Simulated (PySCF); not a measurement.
Input file:

```
mol = gto.M(atom='''
La     0.00409    -0.00036    -0.00946
N      2.51876     0.00434     0.19574
H      3.15425    -0.79561     0.29229
H      3.15783     0.80697     0.21538
N     -1.24964     2.18172    -0.20165
H     -0.88455     3.14080    -0.20446
H     -2.26267     2.32343    -0.28398
N     -1.26501    -2.18462     0.00214
H     -0.89597    -3.13984     0.06985
H     -2.27708    -2.33682    -0.07583''',
    basis={'La': 'lcecp-0-SVP', 'N': 'def2-SVP', 'H': 'def2-SVP'},
    ecp={'La': 'lcecp-0-SVP'},
    charge=-1, spin=0)
mf = dft.RKS(mol, xc='PBE0')
mf.grids.atom_grid = (75, 302)  # f atoms: at least (60, 302), unpruned
mf = mf.density_fit()  # La AutoAux, N def2-universal-JKFIT, H def2-universal-JKFIT
mf.conv_tol = 1e-09; mf.max_cycle = 55
mf.kernel(dm0)
```

Command:

```sh
OMP_NUM_THREADS=2 python run.py
```

Core potentials replace the inner electrons of La.

Level of theory: RKS PBE0, La lcecp-0-SVP with ECP47, N def2-SVP, H def2-SVP; non-relativistic Hamiltonian with scalar-relativistic core potentials where named; density fitting in PySCF 2.14.0.

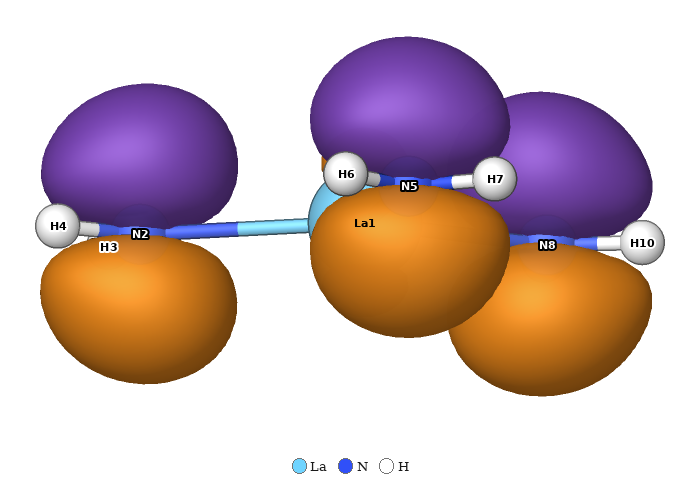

H₆LaN₃ (charge −1). The HOMO at ±0.08 Å⁻³ᐟ² (orange and purple are the two phases), seen from one side.

Q: Describe this orbital and give its energy.

A: By Hirshfeld shares it lies mainly on N2 (about 25 %), N5 (about 25 %), N8 (about 25 %) and La1 (about 10 %); it changes sign across the molecular plane (π type); π-antibonding (a node) across La1–N2, La1–N5 and La1–N8. Its energy is −0.65 eV.
